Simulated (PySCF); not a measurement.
Geometry relaxation, with input and output: BH₂S₂ (part 2 of 2)

Continued. System: BH₂S₂, multiplicity 2, SMILES S[B]S. Method: OPBE/LANL2DZ, UKS, dispersion D3(0), core potentials lanl2dz (PySCF 2.14.0). The geometry: force field.

Geometry of the input (Å):
```
S  -1.4294  -0.0606  -0.9074
B  -0.1273  0.9333  -0.0264
S  1.6366  0.3902  -0.1964
H  -1.5909  -0.8665  0.1741
H  1.5609  -0.4701  0.9147
```

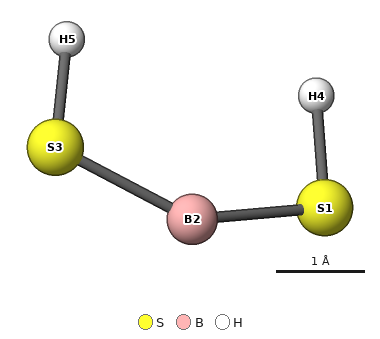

**Figure 1.** The geometry at step 7 of the log (ball-and-stick view, seen at a tilt; atoms are numbered from 1 in the order of the input).

Log, continued:
```
--------------- UKS_Scanner gradients ---------------
         x                y                z
0 S    -0.0006178557     0.0014394161    -0.0038838240
1 B    -0.0005467271    -0.0024235468     0.0051747064
2 S     0.0017502826     0.0018343985    -0.0034845533
3 H    -0.0001924530    -0.0004922367     0.0011096059
4 H    -0.0003961215    -0.0003544562     0.0010847239
----------------------------------------------
cycle 8: E = -46.3101026647  dE = -0.000706226  norm(grad) = 0.00848694
Step    7 : Displace = 3.763e-02/5.402e-02 (rms/max) Trust = 3.000e-01 (+) Grad = 3.795e-03/5.740e-03 (rms/max) E (change) = -46.3101026647 (-7.062e-04) Quality = 1.728
Hessian Eigenvalues: 1.31450e-02 2.43383e-02 4.99993e-02 ... 2.22165e-01 2.50789e-01 2.71353e-01

Geometry optimization cycle 9
Cartesian coordinates (Angstrom)
 Atom        New coordinates             dX        dY        dZ
   S  -1.608399   0.114914  -0.589924    0.019047 -0.001800  0.060339
   B   0.016694   0.907236  -0.601736    0.005582  0.056427 -0.070535
   S   1.619741   0.565578   0.153346   -0.050182 -0.009306  0.045625
   H  -1.359910  -1.023317   0.177361    0.170567  0.001328  0.016936
   H   1.382950  -0.641010   0.818580   -0.144151 -0.047548 -0.052636
converged SCF energy = -46.3107683871066  <S^2> = 0.7596487  2S+1 = 2.0096255
--------------- UKS_Scanner gradients ---------------
         x                y                z
0 S     0.0011014842    -0.0001374813     0.0016873577
1 B     0.0012778301    -0.0001159604    -0.0011561085
2 S    -0.0028728732     0.0001762381     0.0001532433
3 H     0.0001132582     0.0004754593    -0.0006927993
4 H     0.0003750396    -0.0003957262     0.0000063810
----------------------------------------------
cycle 9: E = -46.3107683871  dE = -0.000665722  norm(grad) = 0.004048
Step    8 : Displace = 1.191e-01/1.682e-01 (rms/max) Trust = 3.000e-01 (=) Grad = 1.810e-03/2.882e-03 (rms/max) E (change) = -46.3107683871 (-6.657e-04) Quality = 0.730
Hessian Eigenvalues: 1.58017e-02 2.44076e-02 4.99993e-02 ... 2.22378e-01 2.51170e-01 2.79387e-01

Geometry optimization cycle 10
Cartesian coordinates (Angstrom)
 Atom        New coordinates             dX        dY        dZ
   S  -1.612945   0.112145  -0.609720   -0.004547 -0.002769 -0.019796
   B   0.014494   0.897520  -0.581274   -0.002200 -0.009715  0.020462
   S   1.636173   0.568177   0.143109    0.016433  0.002599 -0.010237
   H  -1.404021  -1.023804   0.177010   -0.044111 -0.000487 -0.000352
   H   1.417382  -0.630542   0.828648    0.034433  0.010468  0.010068
converged SCF energy = -46.3108568013072  <S^2> = 0.75964736  2S+1 = 2.0096242
--------------- UKS_Scanner gradients ---------------
         x                y                z
0 S     0.0000650131     0.0000902045    -0.0001514909
1 B     0.0002164717    -0.0003018587     0.0003950308
2 S    -0.0003568908     0.0002340617    -0.0003433447
3 H    -0.0000038868     0.0000868152    -0.0000067266
4 H     0.0000772915    -0.0001075989     0.0001075899
----------------------------------------------
cycle 10: E = -46.3108568013  dE = -8.84142e-05  norm(grad) = 0.000816154
Step    9 : Displace = 3.036e-02/4.307e-02 (rms/max) Trust = 3.000e-01 (=) Grad = 3.650e-04/5.478e-04 (rms/max) E (change) = -46.3108568013 (-8.841e-05) Quality = 0.847
Hessian Eigenvalues: 1.63565e-02 2.43878e-02 4.99995e-02 ... 2.21502e-01 2.51550e-01 2.70324e-01

Geometry optimization cycle 11
Cartesian coordinates (Angstrom)
 Atom        New coordinates             dX        dY        dZ
   S  -1.611878   0.111926  -0.606485    0.001067 -0.000219  0.003235
   B   0.014703   0.901120  -0.583645    0.000209  0.003599 -0.002371
   S   1.635184   0.566865   0.144292   -0.000989 -0.001312  0.001183
   H  -1.395839  -1.024459   0.177480    0.008182 -0.000654  0.000470
   H   1.409048  -0.632068   0.826081   -0.008334 -0.001525 -0.002567
converged SCF energy = -46.3108609702411  <S^2> = 0.75965572  2S+1 = 2.0096325
--------------- UKS_Scanner gradients ---------------
         x                y                z
0 S     0.0000350084    -0.0000036432     0.0000168435
1 B     0.0001239357    -0.0000662178     0.0000750105
2 S    -0.0002001690     0.0000532643    -0.0000880890
3 H    -0.0000023117     0.0000481858    -0.0000315860
4 H     0.0000414735    -0.0000297513     0.0000285734
----------------------------------------------
cycle 11: E = -46.3108609702  dE = -4.16893e-06  norm(grad) = 0.000290353
Step   10 : Displace = 5.936e-03/8.862e-03 (rms/max) Trust = 3.000e-01 (=) Grad = 1.298e-04/2.251e-04 (rms/max) E (change) = -46.3108609702 (-4.169e-06) Quality = 1.216
Hessian Eigenvalues: 1.67778e-02 2.43891e-02 4.99836e-02 ... 2.20944e-01 2.50884e-01 2.68730e-01

Geometry optimization cycle 12
Cartesian coordinates (Angstrom)
 Atom        New coordinates             dX        dY        dZ
   S  -1.611514   0.111706  -0.605931    0.000364 -0.000220  0.000554
   B   0.014743   0.902137  -0.583934    0.000040  0.001017 -0.000289
   S   1.635374   0.566486   0.144511    0.000189 -0.000380  0.000219
   H  -1.394025  -1.024659   0.177809    0.001813 -0.000200  0.000329
   H   1.406785  -0.632414   0.825219   -0.002263 -0.000347 -0.000862
converged SCF energy = -46.3108612560431  <S^2> = 0.75965884  2S+1 = 2.0096356
--------------- UKS_Scanner gradients ---------------
         x                y                z
0 S    -0.0000003565    -0.0000120700     0.0000121157
1 B     0.0000201782     0.0000004520    -0.0000000368
2 S    -0.0000284865    -0.0000012874    -0.0000003305
3 H    -0.0000003753     0.0000127052    -0.0000101347
4 H     0.0000070268     0.0000020866    -0.0000009043
----------------------------------------------
cycle 12: E = -46.310861256  dE = -2.85802e-07  norm(grad) = 4.28023e-05
Step   11 : Displace = 1.480e-03/2.440e-03 (rms/max) Trust = 3.000e-01 (=) Grad = 1.914e-05/2.852e-05 (rms/max) E (change) = -46.3108612560 (-2.858e-07) Quality = 1.116
Hessian Eigenvalues: 1.67850e-02 2.43715e-02 4.97797e-02 ... 2.20310e-01 2.50008e-01 2.65585e-01

Geometry optimization cycle 13
Cartesian coordinates (Angstrom)
 Atom        New coordinates             dX        dY        dZ
   S  -1.611483   0.111728  -0.605898    0.000031  0.000022  0.000033
   B   0.014776   0.902149  -0.583894    0.000032  0.000012  0.000040
   S   1.635512   0.566399   0.144406    0.000138 -0.000087 -0.000105
   H  -1.394047  -1.024718   0.177808   -0.000022 -0.000059 -0.000001
   H   1.406721  -0.632410   0.825212   -0.000064  0.000004 -0.000007
converged SCF energy = -46.3108612585052  <S^2> = 0.7596591  2S+1 = 2.0096359
--------------- UKS_Scanner gradients ---------------
         x                y                z
0 S    -0.0000026907    -0.0000024035     0.0000016051
1 B     0.0000044303     0.0000022368     0.0000000822
2 S    -0.0000037546     0.0000011026     0.0000004050
3 H    -0.0000001412     0.0000003554    -0.0000018954
4 H     0.0000001579     0.0000005893     0.0000005265
----------------------------------------------
cycle 13: E = -46.3108612585  dE = -2.46204e-09  norm(grad) = 7.75216e-06
Step   12 : Displace = 8.556e-05/1.221e-04 (rms/max) Trust = 3.000e-01 (=) Grad = 3.467e-06/4.964e-06 (rms/max) E (change) = -46.3108612585 (-2.462e-09) Quality = 0.624
Hessian Eigenvalues: 1.59438e-02 2.52660e-02 4.45383e-02 ... 2.19383e-01 2.50772e-01 2.72227e-01

Geometry optimization cycle 14
Cartesian coordinates (Angstrom)
 Atom        New coordinates             dX        dY        dZ
   S  -1.611453   0.111726  -0.605912    0.000030 -0.000003 -0.000014
   B   0.014808   0.902116  -0.583894    0.000033 -0.000033  0.000000
   S   1.635566   0.566349   0.144375    0.000054 -0.000050 -0.000031
   H  -1.394066  -1.024705   0.177843   -0.000019  0.000013  0.000035
   H   1.406755  -0.632462   0.825174    0.000034 -0.000051 -0.000038
converged SCF energy = -46.3108612579894  <S^2> = 0.75965911  2S+1 = 2.0096359
--------------- UKS_Scanner gradients ---------------
         x                y                z
0 S    -0.0000036176    -0.0000003093    -0.0000014105
1 B     0.0000041562     0.0000015268     0.0000019288
2 S    -0.0000015694     0.0000014631     0.0000000900
3 H    -0.0000000253    -0.0000019483     0.0000003055
4 H    -0.0000009406     0.0000011466    -0.0000001876
----------------------------------------------
cycle 14: E = -46.310861258  dE = 5.1584e-10  norm(grad) = 7.01666e-06
Step   13 : Displace = 2.347e-05/3.077e-05 (rms/max) Trust = 3.000e-01 (=) Grad = 3.138e-06/4.830e-06 (rms/max) E (change) = -46.3108612580 (+5.158e-10) Quality = -1.359
Hessian Eigenvalues: 1.59438e-02 2.52660e-02 4.45383e-02 ... 2.19383e-01 2.50772e-01 2.72227e-01
Converged! =D

converged: True
S          -1.61145340        0.11172563       -0.60591241
B           0.01480848        0.90211623       -0.58389411
S           1.63556619        0.56634851        0.14437515
H          -1.39406622       -1.02470469        0.17784297
H           1.40675474       -0.63246155        0.82517379

WARN: HOMO -0.0207123790194448 >= LUMO -0.0207123790194448

converged SCF energy = -46.3108612583169  <S^2> = 0.75965879  2S+1 = 2.0096356
Final energy -46.310861258316926
```

Trajectory as extended XYZ (Å, eV, eV/Å), 14 frames, from step=0 to step=13:
```
5
Properties=species:S:1:pos:R:3:forces:R:3 step=0 energy=-1258.84341
S    -1.4294   -0.0606   -0.9074   -1.0069   0.1785  -0.5211
B    -0.1273    0.9333   -0.0264   -0.0615   0.2948  -0.2377
S     1.6366    0.3902   -0.1964    1.1563  -0.1818   0.7971
H    -1.5909   -0.8665    0.1741   -0.1807  -0.5119   0.4054
H     1.5609   -0.4701    0.9147    0.0930   0.2202  -0.4438
5
Properties=species:S:1:pos:R:3:forces:R:3 step=1 energy=-1259.02265
S    -1.5212   -0.0480   -0.9113   -0.1071   0.1518   0.5194
B    -0.1048    0.8974   -0.0677    0.1600   0.2837  -0.9114
S     1.7312    0.4291   -0.1449   -0.1354   0.0848   0.6572
H    -1.7179   -0.8982    0.1583   -0.0368  -0.3104  -0.0615
H     1.6627   -0.4541    0.9243    0.1190  -0.2102  -0.2036
5
Properties=species:S:1:pos:R:3:forces:R:3 step=2 energy=-1259.43264
S    -1.6314   -0.0303   -0.8628    1.0186   0.5522   1.5130
B    -0.0585    0.9269   -0.2498    0.5425  -0.6364  -1.4161
S     1.8208    0.5218    0.0091   -1.8063   0.7207   0.2144
H    -1.7914   -0.9690    0.1781    0.1351   0.0055  -0.4622
H     1.7104   -0.5236    0.8841    0.1099  -0.6419   0.1507
5
Properties=species:S:1:pos:R:3:forces:R:3 step=3 energy=-1259.62561
S    -1.7382    0.0508   -0.7872    1.5187   0.2255   1.0710
B     0.0114    0.7992   -0.4312    0.1481  -0.7850  -0.2185
S     1.8531    0.6152    0.1436   -1.9562   0.7091  -0.7343
H    -2.0032   -1.0282    0.1275    0.4418   0.5113  -0.4659
H     1.9267   -0.5113    0.9058   -0.1524  -0.6609   0.3475
5
Properties=species:S:1:pos:R:3:forces:R:3 step=4 energy=-1259.88379
S    -1.7014    0.0778   -0.7495    1.2258   0.1770   0.8725
B     0.0059    0.8136   -0.4422    0.1763  -0.5051  -0.3577
S     1.8019    0.5919    0.1061   -1.5681   0.3895  -0.3509
H    -1.8406   -1.0299    0.1363    0.2199   0.3243  -0.3392
H     1.7842   -0.5278    0.9076   -0.0540  -0.3858   0.1751
5
Properties=species:S:1:pos:R:3:forces:R:3 step=5 energy=-1260.06184
S    -1.5888    0.1462   -0.6301   -1.3484  -0.5169   0.0302
B     0.0057    0.8032   -0.5050    0.4478   0.9492  -0.6544
S     1.6398    0.5544    0.0583    0.8821  -0.1009   0.5158
H    -1.5067   -1.0191    0.1416   -0.0871  -0.1720   0.0666
H     1.4999   -0.5602    0.8931    0.1055  -0.1596   0.0417
5
Properties=species:S:1:pos:R:3:forces:R:3 step=6 energy=-1260.14287
S    -1.6347    0.1179   -0.6646    0.1052  -0.0765   0.2870
B     0.0099    0.8328   -0.5083    0.0690   0.1290  -0.3502
S     1.6889    0.5748    0.0921   -0.2310  -0.0902   0.2045
H    -1.5842   -1.0265    0.1508    0.0186   0.0434  -0.0821
H     1.5701   -0.5744    0.8879    0.0383  -0.0060  -0.0591
5
Properties=species:S:1:pos:R:3:forces:R:3 step=7 energy=-1260.16209
S    -1.6274    0.1167   -0.6503    0.0318  -0.0740   0.1997
B     0.0111    0.8508   -0.5312    0.0281   0.1246  -0.2661
S     1.6699    0.5749    0.1077   -0.0900  -0.0943   0.1792
H    -1.5305   -1.0246    0.1604    0.0099   0.0253  -0.0571
H     1.5271   -0.5935    0.8712    0.0204   0.0182  -0.0558
5
Properties=species:S:1:pos:R:3:forces:R:3 step=8 energy=-1260.18021
S    -1.6084    0.1149   -0.5899   -0.0566   0.0071  -0.0868
B     0.0167    0.9072   -0.6017   -0.0657   0.0060   0.0594
S     1.6197    0.5656    0.1533    0.1477  -0.0091  -0.0079
H    -1.3599   -1.0233    0.1774   -0.0058  -0.0244   0.0356
H     1.3829   -0.6410    0.8186   -0.0193   0.0203  -0.0003
5
Properties=species:S:1:pos:R:3:forces:R:3 step=9 energy=-1260.18261
S    -1.6129    0.1121   -0.6097   -0.0033  -0.0046   0.0078
B     0.0145    0.8975   -0.5813   -0.0111   0.0155  -0.0203
S     1.6362    0.5682    0.1431    0.0184  -0.0120   0.0177
H    -1.4040   -1.0238    0.1770    0.0002  -0.0045   0.0003
H     1.4174   -0.6305    0.8286   -0.0040   0.0055  -0.0055
5
Properties=species:S:1:pos:R:3:forces:R:3 step=10 energy=-1260.18273
S    -1.6119    0.1119   -0.6065   -0.0018   0.0002  -0.0009
B     0.0147    0.9011   -0.5836   -0.0064   0.0034  -0.0039
S     1.6352    0.5669    0.1443    0.0103  -0.0027   0.0045
H    -1.3958   -1.0245    0.1775    0.0001  -0.0025   0.0016
H     1.4090   -0.6321    0.8261   -0.0021   0.0015  -0.0015
5
Properties=species:S:1:pos:R:3:forces:R:3 step=11 energy=-1260.18273
S    -1.6115    0.1117   -0.6059    0.0000   0.0006  -0.0006
B     0.0147    0.9021   -0.5839   -0.0010   0.0000   0.0000
S     1.6354    0.5665    0.1445    0.0015   0.0001   0.0000
H    -1.3940   -1.0247    0.1778    0.0000  -0.0007   0.0005
H     1.4068   -0.6324    0.8252   -0.0004  -0.0001   0.0000
5
Properties=species:S:1:pos:R:3:forces:R:3 step=12 energy=-1260.18273
S    -1.6115    0.1117   -0.6059    0.0001   0.0001  -0.0001
B     0.0148    0.9021   -0.5839   -0.0002  -0.0001   0.0000
S     1.6355    0.5664    0.1444    0.0002  -0.0001   0.0000
H    -1.3940   -1.0247    0.1778    0.0000   0.0000   0.0001
H     1.4067   -0.6324    0.8252    0.0000   0.0000   0.0000
5
Properties=species:S:1:pos:R:3:forces:R:3 step=13 energy=-1260.18273
S    -1.6115    0.1117   -0.6059    0.0002   0.0000   0.0001
B     0.0148    0.9021   -0.5839   -0.0002  -0.0001  -0.0001
S     1.6356    0.5663    0.1444    0.0001  -0.0001   0.0000
H    -1.3941   -1.0247    0.1778    0.0000   0.0001   0.0000
H     1.4068   -0.6325    0.8252    0.0000  -0.0001   0.0000
```

Results in brief:

```csv
quantity,value
outcome,converged
total energy,−46.310861 hartree
dispersion energy,−0.005813 hartree
basis functions,29
⟨S²⟩,0.760
dipole moment,2.85 D
hardware,"1 thread of Arm Neoverse V2, 24 GiB of memory available, shared host"
wall time,33 s
peak memory,0.38 GiB
```
